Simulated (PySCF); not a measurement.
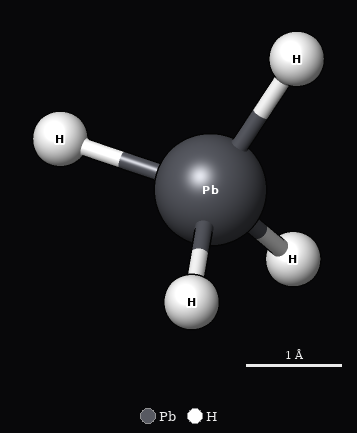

*The structure as given in the input (ball-and-stick view, seen at a tilt). Sticks mark near contacts.*

Bond lengths as drawn: H–Pb 1.76 Å.

**PbH4: single-point calculation**

The run: single-point calculation of PbH4 (Pb(H)4). Method and program: RKS PBE0, Pb def2-SVP with ECP60, H def2-SVP; non-relativistic Hamiltonian with a scalar-relativistic core potential; density fitting (PySCF 2.14.0).

It belongs to a series of runs on one base structure; here: finer grid at the relaxed geometry.

Output:
```
init E= -195.179255893218
  HOMO = -0.325637197814252  LUMO = -0.00293749030834878  gap/eV = 8.78111
cycle= 1 E= -195.179255895259  delta_E= -2.04e-09  |g|= 2.14e-05  |ddm|= 0.000176
  HOMO = -0.325635819998499  LUMO = -0.00293601441588187  gap/eV = 8.78111
cycle= 2 E= -195.179255895325  delta_E= -6.64e-11  |g|= 1.72e-05  |ddm|= 5.32e-05
  HOMO = -0.325633810428506  LUMO = -0.00293419180375754  gap/eV = 8.78110
Extra cycle  E= -195.179255895351  delta_E= -2.58e-11  |g|= 1.44e-05  |ddm|= 4.98e-05
converged SCF energy = -195.179255895351
```

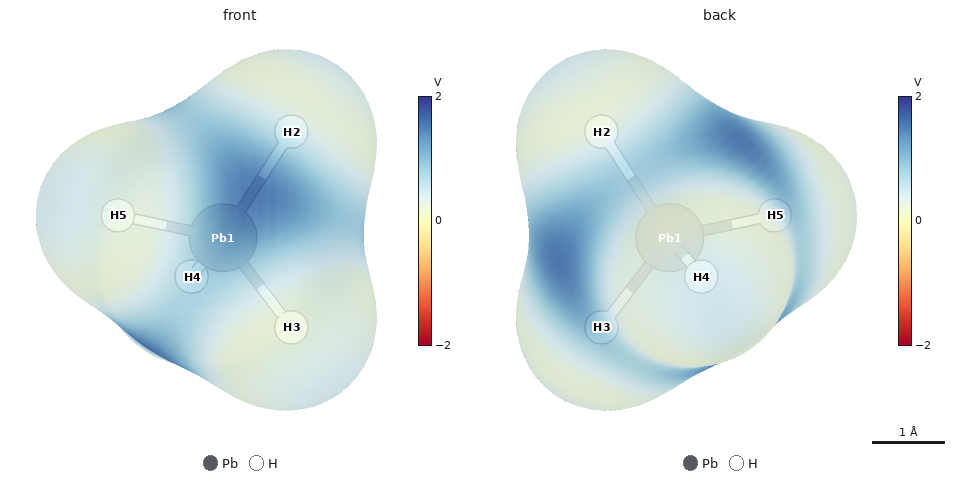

*The electrostatic potential painted on the density surface at 0.004 e/bohr³, seen at a tilt and from behind; the colour scale runs from red (negative) to blue (positive).*

Its dipole moment is zero.

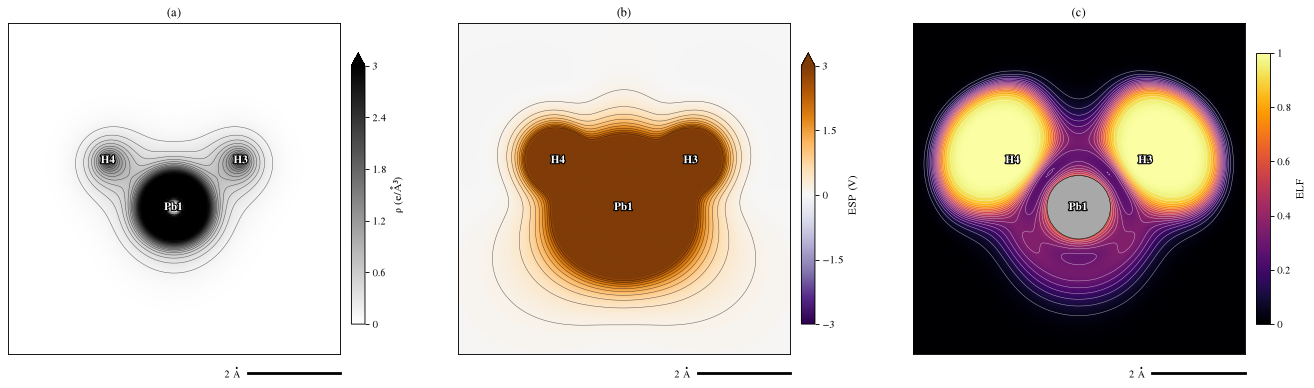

*(a) electron density; (b) molecular electrostatic potential; (c) ELF on the plane of atoms H3, Pb1 and H4. Grey discs, where drawn, cover atomic cores.*

Atoms in the plane: Pb and H. Pb–H (1.76 Å): ρ is about 1.4 e/Å³ halfway, with its minimum of 0.74 e/Å³ about 1.2 Å from Pb; the ELF climbs to about 1 towards the hydrogen, as it does in any bond to H. The potential has no marked negative region in this plane.

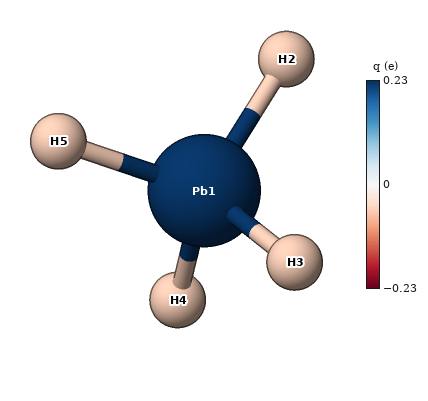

*Mulliken charges, as the colour of each atom (ball-and-stick view, seen at a tilt; atoms are numbered from 1 in the order of the input; Mulliken charges depend strongly on the basis).*

By element: Pb +0.22 and H −0.06 e.

The run was set up as follows.

Input file:
```python
mol = gto.M(atom='''
Pb     0.00776     0.37288    -0.00000
H     -0.01336    -0.64207     1.43457
H     -0.01336    -0.64207    -1.43457
H      1.46272     1.35825    -0.00000
H     -1.40497     1.41791     0.00000''',
    basis={'Pb': 'def2-SVP', 'H': 'def2-SVP'},
    ecp={'Pb': 'def2-SVP'},
    charge=0, spin=0)
mf = dft.RKS(mol, xc='PBE0')
mf.grids.atom_grid = (75, 302)  # f atoms: at least (60, 302), unpruned
mf = mf.density_fit()  # Pb def2-universal-JKFIT, H def2-universal-JKFIT
mf.conv_tol = 1e-09; mf.max_cycle = 55
mf.kernel(dm0)
```

The script is an equivalent of the set-up of the self-consistent field. The run itself was carried out by a driver, which started from the orbitals of the step before it where there was one and computed the further properties.

Run as:
```bash
OMP_NUM_THREADS=2 python <driver script>
```

Results in brief:

| quantity | value |
| --- | --- |
| outcome | converged |
| total energy | −195.179256 hartree |
| HOMO | −8.86 eV |
| LUMO | −0.08 eV |
| largest force (length of the vector) | 0.002 eV/Å |
| dipole moment | 0.00 D |
| hardware | 2 threads of Arm Neoverse V2, 24 GiB of memory available, shared host |
| wall time | 1.6 s (CPU time 3.2 s) |
| peak memory | 0.52 GiB |
